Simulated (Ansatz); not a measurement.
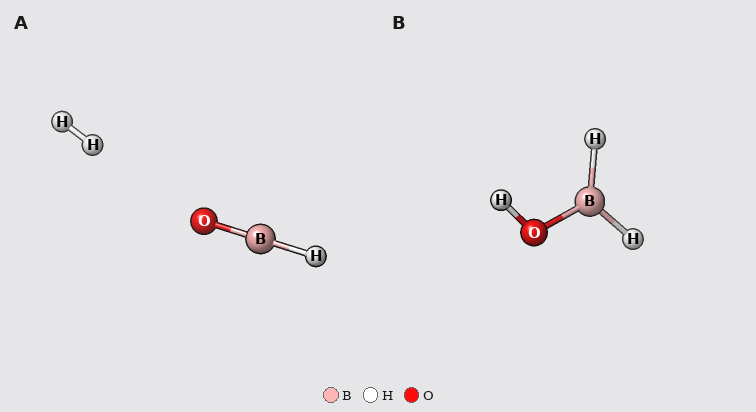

2 stationary structures of one formula. Geometries: PBE0-D4/def2-TZVP. Electronic energies: direct RPA on PBE orbitals (frozen core)/def2-TZVPP (Ansatz 0.2.0), without zero-point energy.

Which is lowest in energy, and by how much?

B is lowest (Cs, a minimum); A lies 13.3 kcal/mol above it (a minimum).

Give E(B) − E(A) in kcal/mol at these levels too: SPW92 (LDA)/def2-TZVPP; RHF-CCSD(T) (frozen core)/def2-TZVPP; CAM-B3LYP-D4/def2-TZVPP; CCSD(T)/CBS (MP2 limit from def2-TZVPP and def2-QZVPP plus CCSD(T) − MP2); B3LYP-D4/6-31G; r2SCAN0-D4/def2-TZVPP; PBE-D4/def2-TZVPP; SPW92 (LDA)/def2-SVP.

```tsv
level	E(B) − E(A) (kcal/mol)
SPW92 (LDA)/def2-TZVPP	−21.9
RHF-CCSD(T) (frozen core)/def2-TZVPP	−14.6
CAM-B3LYP-D4/def2-TZVPP	−16.6
CCSD(T)/CBS (MP2 limit from def2-TZVPP and def2-QZVPP plus CCSD(T) − MP2)	−14.5
B3LYP-D4/6-31G	−10.7
r2SCAN0-D4/def2-TZVPP	−19.3
PBE-D4/def2-TZVPP	−14.7
SPW92 (LDA)/def2-SVP	−21.4
```
